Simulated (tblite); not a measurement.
**C5H9FSi: geometry relaxation (part 4 of 4)**

C5H9FSi; GFN2-xTB geometry optimisation, gas phase (tblite 0.8.0). 

Geometry of the input (Å):
```
F  2.2791  -1.4817  0.2597
Si 1.9985  0.1035  0.3603
C  0.2150  0.4081  -0.0448
C  -0.3209  -0.0895  -1.3531
C  -1.4064  -0.8771  -0.5568
C  -0.8919  -0.2885  0.6905
C  -0.6515  1.1742  0.9303
H  2.8996  0.8122  -0.5789
H  2.3151  0.5386  1.7554
H  0.3250  -0.7392  -1.9463
H  -0.7226  0.6876  -1.9978
H  -2.4368  -0.5973  -0.8130
H  -1.3178  -1.9632  -0.6207
H  -0.6504  -1.0273  1.4456
H  -1.3821  1.8845  0.5442
H  -0.2594  1.4639  1.9139
```

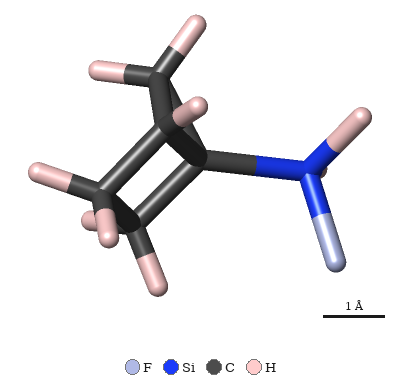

Fig. 1: The geometry at step 85 of the log (stick view, seen at a tilt).

Trajectory as extended XYZ, continued:
```
16
Properties=species:S:1:pos:R:3:forces:R:3 step=76 energy=-592.67582
F     2.6888   -1.2520   -0.1120   -0.0070   0.0590   0.0290
Si    2.1306    0.1698    0.4150    0.0360  -0.0290   0.0010
C     0.3067    0.2282    0.0282   -0.0040  -0.0230  -0.0230
C    -0.3511   -0.1666   -1.3005   -0.0340  -0.0190   0.0010
C    -1.5155   -0.8131   -0.5243   -0.0070   0.0020  -0.0240
C    -0.8697   -0.3803    0.7806   -0.0020  -0.0040  -0.0140
C    -0.6724    1.0943    0.7743    0.0220   0.0090  -0.0070
H     2.8857    1.1606   -0.3428   -0.0060  -0.0240   0.0270
H     2.3778    0.1741    1.8530    0.0030  -0.0160  -0.0720
H     0.2279   -0.8873   -1.8749    0.0070   0.0400   0.0240
H    -0.6182    0.6733   -1.9444    0.0170  -0.0380   0.0130
H    -2.5066   -0.3964   -0.7094    0.0040  -0.0040  -0.0070
H    -1.5565   -1.8936   -0.6446    0.0040   0.0100  -0.0030
H    -0.8710   -0.9661    1.6853    0.0010   0.0120   0.0180
H    -1.3497    1.7239    0.2151   -0.0250   0.0070   0.0090
H    -0.3145    1.5401    1.6902   -0.0080   0.0170   0.0280
16
Properties=species:S:1:pos:R:3:forces:R:3 step=78 energy=-592.67672
F     2.6961   -1.2310   -0.1652   -0.0010   0.0460   0.0230
Si    2.1300    0.1660    0.4149    0.0400  -0.0150   0.0040
C     0.3072    0.2275    0.0274   -0.0070  -0.0110  -0.0300
C    -0.3520   -0.1741   -1.2984   -0.0350  -0.0210  -0.0100
C    -1.5151   -0.8172   -0.5170   -0.0030   0.0020  -0.0250
C    -0.8712   -0.3715    0.7853    0.0080  -0.0030  -0.0290
C    -0.6689    1.1026    0.7658   -0.0020   0.0080  -0.0100
H     2.8875    1.1908   -0.2947   -0.0140  -0.0330   0.0250
H     2.3652    0.1132    1.8527    0.0170  -0.0110  -0.0470
H     0.2288   -0.8922   -1.8744    0.0010   0.0070   0.0460
H    -0.6211    0.6606   -1.9481    0.0070  -0.0150   0.0330
H    -2.5080   -0.4065   -0.7077    0.0110   0.0000  -0.0010
H    -1.5522   -1.8990   -0.6285    0.0070   0.0160   0.0030
H    -0.8750   -0.9450    1.6983    0.0030   0.0010  -0.0030
H    -1.3441    1.7269    0.1993   -0.0390   0.0260  -0.0020
H    -0.3149    1.5578    1.6787    0.0060   0.0030   0.0220
16
Properties=species:S:1:pos:R:3:forces:R:3 step=79 energy=-592.67704
F     2.6943   -1.2281   -0.1702    0.0160   0.0070   0.0050
Si    2.1297    0.1658    0.4141    0.0080   0.0020   0.0050
C     0.3068    0.2286    0.0263    0.0000   0.0010  -0.0180
C    -0.3526   -0.1752   -1.2985   -0.0130  -0.0080  -0.0030
C    -1.5147   -0.8175   -0.5168   -0.0010   0.0000  -0.0020
C    -0.8705   -0.3705    0.7852    0.0020   0.0020  -0.0170
C    -0.6688    1.1040    0.7654   -0.0100   0.0070  -0.0080
H     2.8890    1.1918   -0.2891   -0.0040  -0.0140   0.0110
H     2.3628    0.1065    1.8505    0.0220  -0.0100  -0.0160
H     0.2303   -0.8922   -1.8727    0.0040  -0.0130   0.0360
H    -0.6210    0.6576   -1.9497   -0.0040   0.0070   0.0210
H    -2.5075   -0.4075   -0.7071    0.0010   0.0040  -0.0050
H    -1.5507   -1.8990   -0.6270    0.0020   0.0010   0.0020
H    -0.8739   -0.9424    1.6997    0.0030  -0.0010  -0.0150
H    -1.3459    1.7274    0.1996   -0.0260   0.0220   0.0030
H    -0.3147    1.5596    1.6789    0.0000  -0.0070  -0.0010
16
Properties=species:S:1:pos:R:3:forces:R:3 step=81 energy=-592.67756
F     2.7009   -1.2126   -0.1973    0.0120   0.0210   0.0070
Si    2.1289    0.1671    0.4144    0.0080  -0.0080  -0.0130
C     0.3062    0.2277    0.0236    0.0020   0.0200   0.0170
C    -0.3531   -0.1838   -1.2982    0.0240   0.0170   0.0070
C    -1.5176   -0.8169   -0.5145    0.0040  -0.0030   0.0130
C    -0.8705   -0.3676    0.7858   -0.0100   0.0160  -0.0030
C    -0.6676    1.1075    0.7616   -0.0170  -0.0060  -0.0050
H     2.8856    1.2127   -0.2631   -0.0070  -0.0210   0.0110
H     2.3597    0.0772    1.8489    0.0230  -0.0080  -0.0010
H     0.2323   -0.9056   -1.8627    0.0000  -0.0310   0.0150
H    -0.6150    0.6448   -1.9556   -0.0210   0.0260  -0.0040
H    -2.5078   -0.4018   -0.7066   -0.0020  -0.0010  -0.0020
H    -1.5581   -1.8982   -0.6212   -0.0080  -0.0100   0.0050
H    -0.8730   -0.9367    1.7024    0.0000   0.0050  -0.0270
H    -1.3473    1.7304    0.1966    0.0000   0.0020   0.0130
H    -0.3114    1.5648    1.6747   -0.0080  -0.0190  -0.0330
16
Properties=species:S:1:pos:R:3:forces:R:3 step=83 energy=-592.67815
F     2.7159   -1.1896   -0.2315    0.0010   0.0370   0.0040
Si    2.1287    0.1680    0.4153    0.0150  -0.0210   0.0030
C     0.3060    0.2254    0.0218   -0.0010   0.0190   0.0300
C    -0.3530   -0.1946   -1.2971    0.0310   0.0230   0.0090
C    -1.5221   -0.8164   -0.5108    0.0110   0.0020  -0.0040
C    -0.8720   -0.3632    0.7867   -0.0200   0.0090   0.0030
C    -0.6666    1.1113    0.7549   -0.0110  -0.0060   0.0000
H     2.8771    1.2417   -0.2265   -0.0060  -0.0260   0.0040
H     2.3621    0.0362    1.8469    0.0130  -0.0020  -0.0110
H     0.2323   -0.9253   -1.8501   -0.0100  -0.0150  -0.0050
H    -0.6087    0.6314   -1.9602   -0.0190   0.0060  -0.0210
H    -2.5088   -0.3943   -0.7073    0.0060  -0.0080   0.0090
H    -1.5706   -1.8981   -0.6131   -0.0070  -0.0010   0.0110
H    -0.8739   -0.9293    1.7051   -0.0060   0.0090  -0.0190
H    -1.3462    1.7343    0.1892    0.0110  -0.0120   0.0100
H    -0.3077    1.5714    1.6653   -0.0080  -0.0130  -0.0240
16
Properties=species:S:1:pos:R:3:forces:R:3 step=85 energy=-592.67851
F     2.7305   -1.1632   -0.2792   -0.0200   0.0600   0.0120
Si    2.1287    0.1645    0.4165    0.0390  -0.0240   0.0380
C     0.3062    0.2256    0.0217    0.0010   0.0000   0.0030
C    -0.3526   -0.2023   -1.2949    0.0010   0.0030   0.0020
C    -1.5227   -0.8190   -0.5051    0.0060   0.0060  -0.0060
C    -0.8748   -0.3544    0.7891   -0.0060  -0.0030  -0.0020
C    -0.6664    1.1185    0.7449    0.0020   0.0030   0.0030
H     2.8727    1.2698   -0.1770   -0.0150  -0.0420   0.0050
H     2.3608   -0.0234    1.8442    0.0050   0.0060  -0.0460
H     0.2306   -0.9387   -1.8430   -0.0090   0.0100  -0.0110
H    -0.6111    0.6212   -1.9614    0.0030  -0.0220  -0.0160
H    -2.5095   -0.3996   -0.7063    0.0020  -0.0020   0.0080
H    -1.5722   -1.9018   -0.5975    0.0060   0.0080   0.0070
H    -0.8779   -0.9117    1.7122   -0.0100  -0.0030  -0.0030
H    -1.3428    1.7387    0.1735   -0.0020  -0.0020  -0.0040
H    -0.3071    1.5848    1.6508   -0.0030   0.0030   0.0100
16
Properties=species:S:1:pos:R:3:forces:R:3 step=87 energy=-592.67876
F     2.7297   -1.1633   -0.2772   -0.0050   0.0140  -0.0090
Si    2.1288    0.1636    0.4168    0.0010   0.0000   0.0170
C     0.3061    0.2265    0.0225    0.0010  -0.0010  -0.0050
C    -0.3523   -0.2004   -1.2946   -0.0060  -0.0050  -0.0040
C    -1.5216   -0.8192   -0.5055   -0.0010   0.0030   0.0020
C    -0.8753   -0.3543    0.7891    0.0040   0.0020  -0.0010
C    -0.6671    1.1187    0.7455    0.0030   0.0040   0.0020
H     2.8749    1.2640   -0.1789   -0.0010  -0.0110  -0.0080
H     2.3604   -0.0215    1.8419    0.0130  -0.0020   0.0100
H     0.2306   -0.9357   -1.8445   -0.0050   0.0080  -0.0070
H    -0.6127    0.6226   -1.9609    0.0060  -0.0160  -0.0110
H    -2.5094   -0.4020   -0.7057   -0.0010   0.0010   0.0010
H    -1.5691   -1.9021   -0.5974    0.0060   0.0040   0.0030
H    -0.8788   -0.9110    1.7123   -0.0090  -0.0090   0.0010
H    -1.3435    1.7383    0.1736   -0.0030   0.0030  -0.0040
H    -0.3084    1.5847    1.6516   -0.0040   0.0050   0.0120
16
Properties=species:S:1:pos:R:3:forces:R:3 step=89 energy=-592.67894
F     2.7328   -1.1463   -0.3061   -0.0120   0.0260   0.0030
Si    2.1281    0.1629    0.4190    0.0130  -0.0030  -0.0110
C     0.3058    0.2283    0.0214    0.0020   0.0020   0.0000
C    -0.3522   -0.2055   -1.2938    0.0000  -0.0020  -0.0010
C    -1.5216   -0.8201   -0.5021   -0.0010   0.0000   0.0070
C    -0.8755   -0.3496    0.7907    0.0050   0.0080   0.0010
C    -0.6672    1.1235    0.7412    0.0010  -0.0020   0.0020
H     2.8754    1.2769   -0.1519   -0.0130  -0.0210   0.0030
H     2.3576   -0.0554    1.8396    0.0140   0.0000   0.0110
H     0.2315   -0.9430   -1.8397   -0.0020  -0.0020  -0.0040
H    -0.6121    0.6124   -1.9661    0.0020   0.0010  -0.0090
H    -2.5094   -0.4036   -0.7039   -0.0010   0.0020  -0.0010
H    -1.5690   -1.9032   -0.5897    0.0030   0.0020   0.0060
H    -0.8789   -0.9019    1.7167   -0.0080  -0.0090  -0.0060
H    -1.3448    1.7406    0.1675    0.0060  -0.0010  -0.0010
H    -0.3080    1.5929    1.6458   -0.0090   0.0000   0.0010
16
Properties=species:S:1:pos:R:3:forces:R:3 step=91 energy=-592.67909
F     2.7395   -1.1284   -0.3291   -0.0100   0.0070  -0.0020
Si    2.1278    0.1623    0.4219    0.0030   0.0010  -0.0170
C     0.3058    0.2286    0.0211    0.0010  -0.0040   0.0020
C    -0.3519   -0.2105   -1.2930   -0.0010  -0.0010   0.0000
C    -1.5227   -0.8201   -0.4993   -0.0010   0.0000  -0.0020
C    -0.8765   -0.3456    0.7918    0.0010   0.0000  -0.0010
C    -0.6673    1.1269    0.7374    0.0050  -0.0020   0.0000
H     2.8718    1.2879   -0.1289   -0.0080  -0.0060   0.0040
H     2.3605   -0.0836    1.8376    0.0070   0.0030   0.0100
H     0.2309   -0.9514   -1.8352    0.0020  -0.0020   0.0000
H    -0.6106    0.6036   -1.9704    0.0040   0.0040   0.0000
H    -2.5098   -0.4030   -0.7035    0.0010   0.0020   0.0000
H    -1.5718   -1.9036   -0.5828    0.0030   0.0020   0.0070
H    -0.8813   -0.8960    1.7190   -0.0060  -0.0030  -0.0030
H    -1.3441    1.7429    0.1615    0.0080  -0.0040   0.0000
H    -0.3080    1.5988    1.6407   -0.0080   0.0030   0.0020
16
Properties=species:S:1:pos:R:3:forces:R:3 step=93 energy=-592.67914
F     2.7453   -1.1207   -0.3368   -0.0110   0.0010  -0.0030
Si    2.1281    0.1620    0.4227    0.0000   0.0010   0.0000
C     0.3060    0.2266    0.0216    0.0010  -0.0060   0.0020
C    -0.3518   -0.2131   -1.2926    0.0010   0.0000   0.0010
C    -1.5242   -0.8196   -0.4987    0.0010   0.0000  -0.0050
C    -0.8779   -0.3446    0.7921   -0.0020  -0.0040  -0.0020
C    -0.6663    1.1274    0.7363    0.0040  -0.0020  -0.0010
H     2.8674    1.2934   -0.1212   -0.0030   0.0010   0.0010
H     2.3637   -0.0914    1.8374    0.0010   0.0040  -0.0050
H     0.2300   -0.9558   -1.8337    0.0010   0.0000   0.0040
H    -0.6085    0.6006   -1.9716    0.0040   0.0000   0.0050
H    -2.5103   -0.4011   -0.7045    0.0020   0.0010   0.0020
H    -1.5751   -1.9031   -0.5796    0.0030   0.0010   0.0010
H    -0.8848   -0.8953    1.7191   -0.0030   0.0020   0.0010
H    -1.3412    1.7436    0.1586    0.0040  -0.0020   0.0000
H    -0.3080    1.5999    1.6396   -0.0030   0.0020   0.0010
16
Properties=species:S:1:pos:R:3:forces:R:3 step=95 energy=-592.67916
F     2.7444   -1.1243   -0.3313   -0.0080  -0.0020  -0.0050
Si    2.1283    0.1623    0.4222   -0.0010   0.0000   0.0070
C     0.3061    0.2253    0.0220    0.0010  -0.0020   0.0020
C    -0.3517   -0.2124   -1.2928    0.0040   0.0010   0.0020
C    -1.5244   -0.8191   -0.4997    0.0020   0.0000   0.0000
C    -0.8780   -0.3459    0.7917   -0.0020  -0.0010   0.0000
C    -0.6657    1.1260    0.7375   -0.0010  -0.0020   0.0000
H     2.8666    1.2914   -0.1275    0.0000   0.0030  -0.0010
H     2.3642   -0.0831    1.8383    0.0020   0.0030  -0.0070
H     0.2299   -0.9546   -1.8347    0.0010  -0.0010   0.0040
H    -0.6076    0.6023   -1.9709    0.0020   0.0010   0.0040
H    -2.5104   -0.3999   -0.7049    0.0010   0.0010   0.0000
H    -1.5755   -1.9025   -0.5809    0.0010  -0.0010  -0.0030
H    -0.8857   -0.8976    1.7181   -0.0020   0.0020   0.0010
H    -1.3400    1.7429    0.1599    0.0010   0.0000  -0.0010
H    -0.3082    1.5980    1.6415   -0.0010  -0.0010  -0.0030
```

Results in brief:

| quantity | value |
| --- | --- |
| outcome | converged |
| total energy | −592.6792 eV |
| hardware | 1 CPU thread, shared host |
| wall time | 1 s |
| peak memory | 0.18 GiB |
